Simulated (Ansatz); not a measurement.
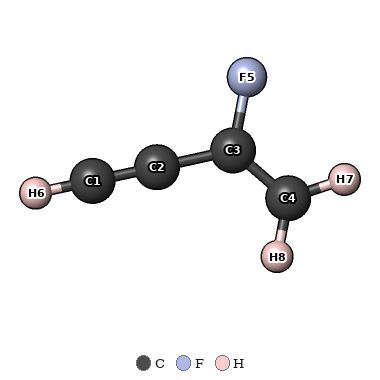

The system is C₄H₃F, SMILES C#CC(=C)F; the picture shows the reference structure. First axis: angle C1–C2–C3 (carried through 180). Second axis: change of the bonds C2–C1, C2–C3, all alike. Nothing is relaxed (all other coordinates rigid). Grid: 13 × 13 points. Points are written as (first, second). Energies: kJ/mol, counted from the lowest grid point. These are results of RKS B3LYP-D4/def2-TZVP in Ansatz, not measurements.

Its coordinates:

```
atom    x (Å)    y (Å)    z (Å)
   C  -0.4375   1.7718   1.0989
   C  -0.0129   0.8469   0.4614
   C   0.4992  -0.2408  -0.2925
   C  -0.1625  -1.3287  -0.6643
   F   1.8014  -0.0903  -0.6353
   H  -0.8148   2.5895   1.6630
   H   0.3263  -2.1010  -1.2403
   H  -1.1992  -1.4474  -0.3908
```

Range: angle C1–C2–C3 (carried through 180) from 140.0 to 220.0°; change of the bonds C2–C1, C2–C3, all alike from −0.144 to 0.223 Å.

**What will the energy surface look like?**

The lowest grid point is at (180.0°, 0.009 Å). It is the only kind of minimum in the scanned range. The highest grid point, (220.0°, −0.144 Å), lies 275 kJ/mol above the lowest. Round the minimum the two coordinates are nearly uncoupled.

```
second ↓, first →  140.0  146.7  153.3  160.0  166.7  173.3  180.0  186.7  193.3  200.0  206.7  213.3  220.0
            0.223    247    243    241    239    237    236    236    237    238    239    242    245    250
            0.192    200    195    191    188    186    185    185    185    187    189    193    197    203
            0.162    159    152    147    143    140    139    138    139    141    144    148    154    162
            0.131    120    112    106    101     98     96     95     96     99    102    108    115    124
            0.100     88     79     71     66     62     59     59     60     62     67     73     81     92
            0.070     64     54     45     38     34     31     30     31     34     40     47     56     69
            0.039     49     36     27     19     14     10      9     11     14     20     29     40     53
            0.009     44     30     19     11      5      1      0      1      5     12     22     34     49
           −0.022     53     37     24     15      8      4      3      5      9     17     27     41     58
           −0.052     76     58     44     34     26     22     21     23     27     36     47     62     81
           −0.083    117     98     83     72     63     59     57     59     64     73     86    103    124
           −0.114    181    160    144    131    122    117    115    117    123    133    147    165    188
           −0.144    267    245    227    213    203    197    196    198    204    215    230    250    275
```

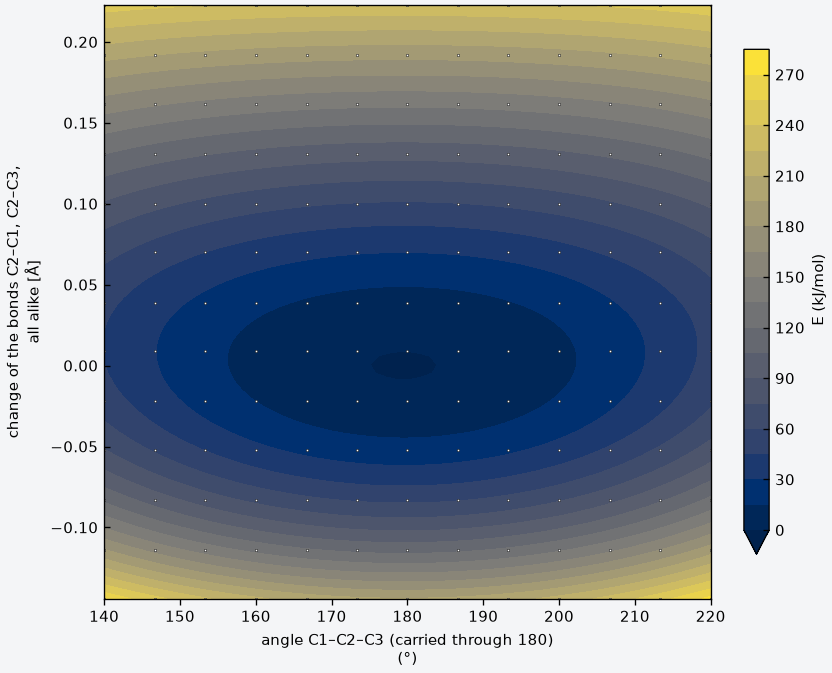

In the figure: filled contours, dots at the grid points. Between grid points the surface is interpolated.

Time for the 169 points that were run: 9.6 min on 1 thread of Intel(R) Xeon(R) 6975P-C (Granite Rapids), with other jobs on the host.
